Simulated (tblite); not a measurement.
## C₂H₁₄FNSi₄: geometry relaxation (part 3 of 4)

Continued. System: C₂H₁₄FNSi₄. Method: GFN2-xTB geometry optimisation, gas phase (tblite 0.8.0). It belongs to a series of runs on one base structure; here: P replaced by N.

Geometry of the input (Å):
```
F  -1.1425  0.0760  -2.3608
Si -0.2995  0.3395  -1.0426
C  1.0694  -0.9743  -0.9422
C  1.8756  -1.0700  0.3462
Si 3.0807  0.3035  0.7486
N  -1.3031  0.3449  0.3167
Si -2.2018  1.7736  0.3462
Si -2.3375  -0.9727  0.3325
H  0.3926  1.6402  -1.1643
H  1.7326  -0.8111  -1.7899
H  0.5820  -1.9455  -1.1236
H  2.4635  -2.0036  0.3006
H  1.1981  -1.1986  1.2216
H  4.0295  0.4691  -0.3954
H  3.8420  -0.0052  1.9751
H  2.3445  1.5803  0.9487
H  -3.0762  1.9063  -0.8362
H  -3.0351  1.7942  1.5765
H  -1.2867  2.9349  0.4382
H  -1.5395  -2.2237  0.3004
H  -3.1013  -0.9853  1.6077
H  -3.2976  -0.9529  -0.8047
```

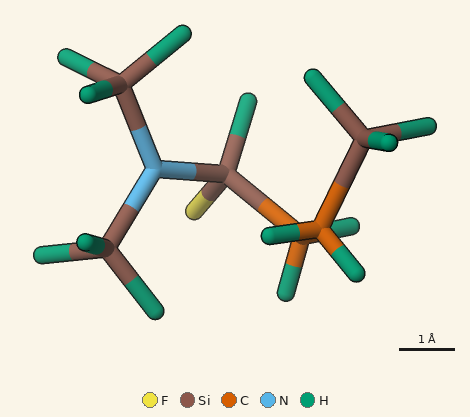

**Figure 1.** The geometry at step 163 of the log (stick view, seen at a tilt).

**Trajectory as extended XYZ, continued**
```
22
Properties=species:S:1:pos:R:3:forces:R:3 step=119 energy=-711.01819
F    -1.0509   -0.1996   -2.6942    0.0030  -0.0100  -0.0110
Si   -0.2336    0.2597   -1.3697   -0.0030   0.0030  -0.0010
C     1.1227   -1.0328   -1.0998   -0.0020   0.0020   0.0040
C     1.6784   -1.0977    0.3230    0.0000   0.0060   0.0090
Si    2.6235    0.4576    0.8609    0.0120  -0.0020   0.0020
N    -1.3669    0.3377   -0.0599    0.0070  -0.0010   0.0000
Si   -1.8701    1.9001    0.5329   -0.0040   0.0010   0.0070
Si   -2.2508   -1.1107    0.3643    0.0020   0.0050  -0.0080
H     0.2396    1.5920   -1.7057   -0.0020  -0.0040  -0.0080
H     1.9383   -0.8344   -1.7981    0.0130  -0.0060   0.0010
H     0.7250   -2.0136   -1.3753   -0.0110  -0.0090  -0.0090
H     2.3368   -1.9677    0.4073   -0.0010   0.0130   0.0020
H     0.8520   -1.2701    1.0159    0.0000   0.0080   0.0060
H     3.7583    0.6691   -0.0462    0.0010   0.0040   0.0000
H     3.1402    0.2428    2.2172    0.0010  -0.0030  -0.0050
H     1.7579    1.6372    0.8435    0.0020  -0.0050   0.0060
H    -2.8384    2.5107   -0.3830    0.0000  -0.0030   0.0010
H    -2.4666    1.6918    1.8494   -0.0020  -0.0110   0.0070
H    -0.6722    2.7339    0.6359    0.0000   0.0060  -0.0030
H    -1.3365   -2.2529    0.3151   -0.0070   0.0070  -0.0080
H    -2.7341   -0.9080    1.7291   -0.0010  -0.0080   0.0000
H    -3.3634   -1.3256   -0.5635   -0.0080   0.0070   0.0090
22
Properties=species:S:1:pos:R:3:forces:R:3 step=126 energy=-711.01908
F    -1.0356   -0.2145   -2.7029   -0.0050   0.0010   0.0170
Si   -0.2290    0.2554   -1.3745   -0.0050   0.0020  -0.0170
C     1.1254   -1.0379   -1.0973   -0.0060   0.0010   0.0070
C     1.6814   -1.0925    0.3258   -0.0030  -0.0120   0.0030
Si    2.6184    0.4686    0.8602   -0.0090  -0.0220  -0.0070
N    -1.3619    0.3369   -0.0637    0.0040  -0.0020  -0.0110
Si   -1.8621    1.8951    0.5418   -0.0060   0.0110  -0.0170
Si   -2.2575   -1.1043    0.3578   -0.0180  -0.0180  -0.0190
H     0.2372    1.5885   -1.7174    0.0020  -0.0060  -0.0020
H     1.9428   -0.8515   -1.7975   -0.0080   0.0040   0.0080
H     0.7202   -2.0186   -1.3648    0.0100   0.0010   0.0030
H     2.3481   -1.9559    0.4127   -0.0110  -0.0020   0.0060
H     0.8566   -1.2691    1.0201    0.0060   0.0070  -0.0040
H     3.7534    0.6768   -0.0464    0.0080   0.0180  -0.0010
H     3.1305    0.2522    2.2174    0.0110   0.0080   0.0070
H     1.7434    1.6405    0.8388    0.0110   0.0070   0.0070
H    -2.8340    2.5094   -0.3679   -0.0090  -0.0020   0.0050
H    -2.4522    1.6762    1.8594    0.0020  -0.0030   0.0070
H    -0.6667    2.7322    0.6383    0.0110   0.0080   0.0050
H    -1.3565   -2.2540    0.2855    0.0080  -0.0110  -0.0090
H    -2.7260   -0.9167    1.7297    0.0050   0.0020   0.0070
H    -3.3863   -1.2974   -0.5559    0.0000   0.0100   0.0070
22
Properties=species:S:1:pos:R:3:forces:R:3 step=134 energy=-711.02055
F    -1.0235   -0.2308   -2.7093    0.0020   0.0060   0.0170
Si   -0.2210    0.2501   -1.3821   -0.0230   0.0060   0.0050
C     1.1261   -1.0452   -1.0839   -0.0070  -0.0010  -0.0210
C     1.6783   -1.0884    0.3408   -0.0060  -0.0050  -0.0090
Si    2.6215    0.4756    0.8556    0.0010   0.0110  -0.0030
N    -1.3560    0.3355   -0.0742   -0.0210   0.0150   0.0060
Si   -1.8575    1.8886    0.5454    0.0130  -0.0170   0.0070
Si   -2.2651   -1.1012    0.3382    0.0030   0.0150   0.0090
H     0.2478    1.5799   -1.7314    0.0010   0.0010  -0.0030
H     1.9456   -0.8677   -1.7837    0.0060  -0.0090   0.0050
H     0.7165   -2.0262   -1.3444    0.0220   0.0020   0.0060
H     2.3364   -1.9563    0.4377    0.0200  -0.0060   0.0070
H     0.8521   -1.2532    1.0359   -0.0140   0.0190  -0.0010
H     3.7447    0.6953   -0.0652   -0.0130  -0.0070   0.0100
H     3.1519    0.2706    2.2073    0.0130  -0.0030   0.0070
H     1.7444    1.6473    0.8444    0.0090  -0.0060   0.0020
H    -2.8483    2.4966   -0.3471   -0.0040   0.0110  -0.0020
H    -2.4317    1.6473    1.8673    0.0040   0.0140   0.0000
H    -0.6702    2.7392    0.6458   -0.0090  -0.0200  -0.0180
H    -1.3801   -2.2599    0.2225   -0.0150  -0.0070  -0.0180
H    -2.6986   -0.9364    1.7255    0.0140  -0.0050   0.0010
H    -3.4237   -1.2412   -0.5460    0.0010  -0.0160  -0.0080
22
Properties=species:S:1:pos:R:3:forces:R:3 step=141 energy=-711.02219
F    -1.0164   -0.2528   -2.7104   -0.0090  -0.0050  -0.0110
Si   -0.2172    0.2430   -1.3880    0.0200  -0.0390   0.0090
C     1.1310   -1.0528   -1.0743    0.0150  -0.0020   0.0020
C     1.6774   -1.0817    0.3544   -0.0110   0.0260  -0.0150
Si    2.6240    0.4855    0.8578   -0.0140   0.0280   0.0030
N    -1.3607    0.3346   -0.0877    0.0010   0.0010   0.0020
Si   -1.8540    1.8810    0.5523    0.0110   0.0000   0.0010
Si   -2.2803   -1.0970    0.3180    0.0030  -0.0030   0.0080
H     0.2509    1.5676   -1.7566    0.0010   0.0060   0.0170
H     1.9558   -0.8873   -1.7714   -0.0160   0.0150   0.0050
H     0.7249   -2.0387   -1.3236    0.0010   0.0310   0.0040
H     2.3316   -1.9516    0.4680   -0.0150   0.0150  -0.0010
H     0.8430   -1.2293    1.0439    0.0020  -0.0050   0.0120
H     3.7353    0.7176   -0.0721    0.0060  -0.0210  -0.0130
H     3.1758    0.2886    2.2025    0.0000  -0.0140   0.0040
H     1.7470    1.6579    0.8553    0.0010  -0.0180   0.0050
H    -2.8611    2.4994   -0.3147   -0.0060  -0.0010  -0.0040
H    -2.4019    1.6309    1.8836   -0.0020   0.0110   0.0020
H    -0.6669    2.7309    0.6359    0.0160  -0.0020  -0.0170
H    -1.4267   -2.2695    0.1341    0.0030  -0.0090  -0.0060
H    -2.6551   -0.9611    1.7261    0.0040  -0.0110  -0.0150
H    -3.4668   -1.1959   -0.5340   -0.0120  -0.0020   0.0060
22
Properties=species:S:1:pos:R:3:forces:R:3 step=148 energy=-711.02398
F    -1.0181   -0.2669   -2.7134    0.0020  -0.0060  -0.0230
Si   -0.2161    0.2344   -1.3958    0.0230   0.0100   0.0150
C     1.1342   -1.0516   -1.0634   -0.0010   0.0030   0.0230
C     1.6642   -1.0640    0.3713    0.0100   0.0030   0.0080
Si    2.6278    0.4964    0.8600   -0.0070   0.0000   0.0100
N    -1.3614    0.3321   -0.0983   -0.0030  -0.0210   0.0000
Si   -1.8467    1.8745    0.5554   -0.0200   0.0070  -0.0180
Si   -2.2850   -1.0993    0.2974   -0.0120  -0.0180   0.0010
H     0.2613    1.5558   -1.7626   -0.0110   0.0190   0.0010
H     1.9637   -0.8907   -1.7554   -0.0060   0.0090   0.0100
H     0.7325   -2.0401   -1.3028   -0.0060  -0.0130  -0.0210
H     2.3075   -1.9385    0.5043    0.0000  -0.0070  -0.0020
H     0.8232   -1.1938    1.0568   -0.0030   0.0000  -0.0110
H     3.7214    0.7141   -0.0944    0.0030   0.0000  -0.0030
H     3.2069    0.2925    2.1935   -0.0110  -0.0010  -0.0140
H     1.7476    1.6649    0.8758    0.0120   0.0100   0.0050
H    -2.8749    2.4918   -0.2908    0.0200  -0.0110   0.0110
H    -2.3747    1.6231    1.8954    0.0130   0.0070  -0.0050
H    -0.6565    2.7215    0.6126    0.0090   0.0090  -0.0080
H    -1.4599   -2.2810    0.0500    0.0040   0.0060   0.0010
H    -2.6064   -0.9961    1.7205   -0.0060  -0.0110   0.0050
H    -3.5009   -1.1596   -0.5168   -0.0070   0.0040   0.0140
22
Properties=species:S:1:pos:R:3:forces:R:3 step=156 energy=-711.02561
F    -0.9933   -0.2894   -2.7234    0.0030   0.0080  -0.0100
Si   -0.2109    0.2274   -1.3989   -0.0150   0.0190  -0.0210
C     1.1381   -1.0544   -1.0481    0.0060   0.0220   0.0020
C     1.6564   -1.0521    0.3895    0.0140   0.0170   0.0250
Si    2.6279    0.5089    0.8599    0.0150  -0.0020   0.0240
N    -1.3704    0.3205   -0.1133    0.0070   0.0110  -0.0010
Si   -1.8351    1.8638    0.5538   -0.0140   0.0090  -0.0160
Si   -2.3040   -1.1061    0.2773   -0.0040   0.0120  -0.0040
H     0.2522    1.5559   -1.7678   -0.0100  -0.0390   0.0110
H     1.9725   -0.8903   -1.7326    0.0120  -0.0080  -0.0140
H     0.7435   -2.0461   -1.2874   -0.0050   0.0040  -0.0100
H     2.2957   -1.9268    0.5404   -0.0150  -0.0110  -0.0030
H     0.8093   -1.1653    1.0701   -0.0020  -0.0170  -0.0020
H     3.7086    0.7206   -0.1106   -0.0020   0.0020  -0.0020
H     3.2267    0.3007    2.1834   -0.0050   0.0010  -0.0020
H     1.7583    1.6846    0.8954    0.0010   0.0060  -0.0070
H    -2.8834    2.4857   -0.2627    0.0100  -0.0140  -0.0020
H    -2.3278    1.6204    1.9078    0.0090  -0.0110   0.0100
H    -0.6432    2.7112    0.5763   -0.0010  -0.0010  -0.0020
H    -1.5095   -2.2887   -0.0481    0.0010  -0.0070  -0.0020
H    -2.5630   -1.0498    1.7154   -0.0010  -0.0010   0.0250
H    -3.5591   -1.1113   -0.4772   -0.0030   0.0010   0.0020
22
Properties=species:S:1:pos:R:3:forces:R:3 step=163 energy=-711.02639
F    -0.9923   -0.3177   -2.7343   -0.0020   0.0040   0.0020
Si   -0.2172    0.2188   -1.4136    0.0040   0.0090  -0.0040
C     1.1431   -1.0468   -1.0459    0.0000  -0.0020  -0.0060
C     1.6478   -1.0429    0.3975    0.0010   0.0010  -0.0010
Si    2.6215    0.5155    0.8719    0.0060  -0.0010   0.0050
N    -1.3749    0.3174   -0.1269    0.0060  -0.0070  -0.0040
Si   -1.8204    1.8593    0.5549    0.0040   0.0020   0.0020
Si   -2.3103   -1.1057    0.2709    0.0000  -0.0080   0.0030
H     0.2341    1.5453   -1.7961    0.0020  -0.0020   0.0020
H     1.9827   -0.8808   -1.7238    0.0060   0.0090   0.0000
H     0.7571   -2.0410   -1.2890   -0.0070  -0.0080  -0.0020
H     2.2813   -1.9209    0.5536    0.0030  -0.0030   0.0000
H     0.7942   -1.1563    1.0699   -0.0060   0.0020  -0.0020
H     3.6985    0.7276   -0.1024    0.0070  -0.0010  -0.0010
H     3.2224    0.3056    2.1935   -0.0010  -0.0040   0.0090
H     1.7587    1.6959    0.9099   -0.0090   0.0030  -0.0070
H    -2.8788    2.4846   -0.2442   -0.0040  -0.0050   0.0010
H    -2.2832    1.6112    1.9193   -0.0010  -0.0060  -0.0030
H    -0.6237    2.7002    0.5603   -0.0060   0.0050  -0.0060
H    -1.5334   -2.2894   -0.0938   -0.0100   0.0040   0.0030
H    -2.5325   -1.0726    1.7172    0.0060   0.0060   0.0050
H    -3.5852   -1.0880   -0.4496    0.0000   0.0020   0.0030
22
Properties=species:S:1:pos:R:3:forces:R:3 step=171 energy=-711.02686
F    -0.9888   -0.3283   -2.7404   -0.0050  -0.0010  -0.0120
Si   -0.2145    0.2146   -1.4228    0.0030  -0.0030   0.0070
C     1.1479   -1.0461   -1.0463    0.0130   0.0070   0.0190
C     1.6427   -1.0369    0.4010   -0.0010  -0.0110   0.0120
Si    2.6165    0.5222    0.8789   -0.0010  -0.0410  -0.0160
N    -1.3730    0.3118   -0.1370    0.0060   0.0010   0.0040
Si   -1.8083    1.8517    0.5543   -0.0020   0.0160   0.0100
Si   -2.3161   -1.1043    0.2682    0.0090  -0.0030  -0.0100
H     0.2317    1.5419   -1.8081    0.0050  -0.0020   0.0000
H     1.9933   -0.8771   -1.7159   -0.0020  -0.0060  -0.0190
H     0.7654   -2.0423   -1.2886    0.0070   0.0070  -0.0070
H     2.2720   -1.9169    0.5661   -0.0040   0.0160  -0.0040
H     0.7825   -1.1458    1.0661    0.0030   0.0040   0.0040
H     3.6952    0.7332   -0.0946    0.0050  -0.0030   0.0100
H     3.2134    0.3120    2.2030   -0.0090   0.0040  -0.0060
H     1.7505    1.6997    0.9069   -0.0090   0.0150   0.0040
H    -2.8811    2.4746   -0.2271   -0.0070  -0.0020   0.0020
H    -2.2488    1.5960    1.9247    0.0000   0.0040  -0.0010
H    -0.6165    2.7003    0.5425   -0.0140  -0.0070  -0.0060
H    -1.5651   -2.2927   -0.1306    0.0020  -0.0050  -0.0020
H    -2.5019   -1.0873    1.7199    0.0050   0.0060   0.0070
H    -3.6075   -1.0610   -0.4209   -0.0050   0.0040   0.0040
22
Properties=species:S:1:pos:R:3:forces:R:3 step=178 energy=-711.02751
F    -0.9853   -0.3436   -2.7477    0.0010  -0.0030  -0.0030
Si   -0.2125    0.2086   -1.4326    0.0000  -0.0070  -0.0030
C     1.1579   -1.0415   -1.0483   -0.0030  -0.0080  -0.0060
C     1.6370   -1.0328    0.4043   -0.0010  -0.0010  -0.0150
Si    2.6091    0.5251    0.8859    0.0060  -0.0140   0.0010
N    -1.3703    0.3067   -0.1470   -0.0050   0.0040   0.0020
Si   -1.7995    1.8454    0.5525   -0.0010  -0.0030   0.0010
Si   -2.3204   -1.1027    0.2661   -0.0020   0.0060   0.0050
H     0.2265    1.5358   -1.8259    0.0070   0.0020  -0.0010
H     2.0066   -0.8656   -1.7130   -0.0020   0.0030   0.0110
H     0.7862   -2.0397   -1.2984   -0.0080  -0.0030   0.0020
H     2.2628   -1.9137    0.5765   -0.0080   0.0120   0.0040
H     0.7693   -1.1358    1.0611    0.0190  -0.0090  -0.0100
H     3.7043    0.7332   -0.0701   -0.0100  -0.0040   0.0030
H     3.1909    0.3160    2.2158   -0.0020   0.0020   0.0160
H     1.7434    1.7039    0.9061    0.0020   0.0060  -0.0060
H    -2.8939    2.4590   -0.2055   -0.0120  -0.0020   0.0030
H    -2.2055    1.5855    1.9327    0.0000   0.0120   0.0010
H    -0.6151    2.7019    0.5091   -0.0060  -0.0010  -0.0010
H    -1.6087   -2.3007   -0.1723    0.0170   0.0050  -0.0080
H    -2.4577   -1.0994    1.7242    0.0060  -0.0050   0.0020
H    -3.6355   -1.0263   -0.3745    0.0040   0.0050   0.0010
22
Properties=species:S:1:pos:R:3:forces:R:3 step=185 energy=-711.02860
F    -0.9809   -0.3469   -2.7598   -0.0030  -0.0010   0.0160
Si   -0.2128    0.2060   -1.4418    0.0000   0.0090   0.0010
C     1.1649   -1.0370   -1.0596   -0.0130   0.0090  -0.0190
C     1.6332   -1.0355    0.3961   -0.0160  -0.0110  -0.0080
Si    2.6034    0.5148    0.8998    0.0040   0.0420   0.0050
N    -1.3703    0.3085   -0.1558   -0.0010  -0.0060  -0.0030
Si   -1.8063    1.8449    0.5445   -0.0090  -0.0110  -0.0010
Si   -2.3123   -1.0998    0.2787    0.0010   0.0160   0.0130
H     0.2310    1.5316   -1.8348   -0.0040   0.0110  -0.0030
H     2.0157   -0.8406   -1.7159   -0.0020  -0.0230   0.0080
H     0.8040   -2.0358   -1.3255    0.0150   0.0140   0.0210
H     2.2540   -1.9171    0.5733    0.0290  -0.0310  -0.0120
H     0.7615   -1.1409    1.0450   -0.0300  -0.0060   0.0180
H     3.7222    0.7120   -0.0309   -0.0060  -0.0050   0.0070
H     3.1495    0.3087    2.2466   -0.0110  -0.0010  -0.0100
H     1.7465    1.7023    0.8924    0.0150  -0.0180  -0.0030
H    -2.9299    2.4361   -0.1873   -0.0160  -0.0010  -0.0070
H    -2.1759    1.5976    1.9374    0.0030  -0.0010   0.0020
H    -0.6353    2.7131    0.4644    0.0240   0.0290  -0.0040
H    -1.6174   -2.2976   -0.1863    0.0100   0.0080  -0.0050
H    -2.4103   -1.0974    1.7411    0.0090  -0.0170  -0.0130
H    -3.6447   -1.0077   -0.3224    0.0020  -0.0070  -0.0030
22
Properties=species:S:1:pos:R:3:forces:R:3 step=193 energy=-711.03119
F    -0.9889   -0.3216   -2.7667    0.0070   0.0050   0.0250
Si   -0.2042    0.2185   -1.4525   -0.0010  -0.0160  -0.0030
C     1.1696   -1.0339   -1.0836   -0.0090  -0.0150   0.0010
C     1.6209   -1.0537    0.3774   -0.0030  -0.0110   0.0050
Si    2.5699    0.4985    0.9160    0.0000   0.0280  -0.0020
N    -1.3509    0.3204   -0.1558   -0.0090   0.0200  -0.0090
Si   -1.8135    1.8560    0.5307    0.0190  -0.0030   0.0040
Si   -2.2773   -1.0888    0.3072    0.0270  -0.0150   0.0280
H     0.2510    1.5418   -1.8421   -0.0180   0.0040   0.0000
H     2.0302   -0.8337   -1.7268   -0.0320  -0.0020   0.0150
H     0.8129   -2.0307   -1.3620   -0.0060   0.0250  -0.0040
H     2.2498   -1.9327    0.5434    0.0170  -0.0080   0.0020
H     0.7428   -1.1811    1.0152    0.0000   0.0050  -0.0030
H     3.7465    0.6683    0.0528   -0.0110  -0.0050   0.0110
H     3.0229    0.3067    2.2975    0.0110  -0.0030   0.0100
H     1.7347    1.6987    0.8380    0.0040  -0.0240  -0.0050
H    -2.9915    2.3834   -0.1669    0.0240   0.0070   0.0050
H    -2.1240    1.6252    1.9427    0.0140   0.0050  -0.0220
H    -0.6692    2.7565    0.3909   -0.0400   0.0030  -0.0060
H    -1.5886   -2.2805   -0.1837   -0.0140   0.0090  -0.0140
H    -2.3230   -1.1032    1.7741    0.0040   0.0030  -0.0430
H    -3.6305   -0.9946   -0.2467    0.0170  -0.0130   0.0040
22
Properties=species:S:1:pos:R:3:forces:R:3 step=200 energy=-711.03397
F    -1.0011   -0.3465   -2.7722   -0.0050  -0.0100  -0.0100
Si   -0.2074    0.2223   -1.4774    0.0010   0.0160  -0.0050
C     1.1752   -1.0172   -1.1000    0.0000   0.0040   0.0010
C     1.5912   -1.0620    0.3699    0.0120   0.0190   0.0340
Si    2.5332    0.4813    0.9502    0.0010   0.0000   0.0170
N    -1.3421    0.3326   -0.1733    0.0030  -0.0010  -0.0110
Si   -1.8016    1.8667    0.5145    0.0080  -0.0020  -0.0080
Si   -2.2307   -1.0876    0.3256    0.0120  -0.0260  -0.0110
H     0.2144    1.5485   -1.8904    0.0150   0.0080  -0.0060
H     2.0483   -0.7970   -1.7154    0.0210   0.0240  -0.0350
H     0.8342   -2.0076   -1.4130   -0.0170  -0.0370   0.0130
H     2.2125   -1.9453    0.5448   -0.0010   0.0020  -0.0240
H     0.6957   -1.1909    0.9814   -0.0060  -0.0070   0.0320
H     3.7555    0.6213    0.1469   -0.0140   0.0070   0.0030
H     2.9191    0.2899    2.3535   -0.0060   0.0020  -0.0140
H     1.7211    1.6935    0.8217    0.0090  -0.0330  -0.0040
H    -3.0283    2.3510   -0.1252   -0.0020   0.0090   0.0040
H    -2.0155    1.6478    1.9436   -0.0100   0.0040   0.0290
H    -0.6999    2.8022    0.2977   -0.0060   0.0050  -0.0150
H    -1.5799   -2.2709   -0.2340   -0.0130   0.0230   0.0050
H    -2.1894   -1.1234    1.7895    0.0120  -0.0040   0.0140
H    -3.6150   -0.9896   -0.1392   -0.0140  -0.0020  -0.0110
```
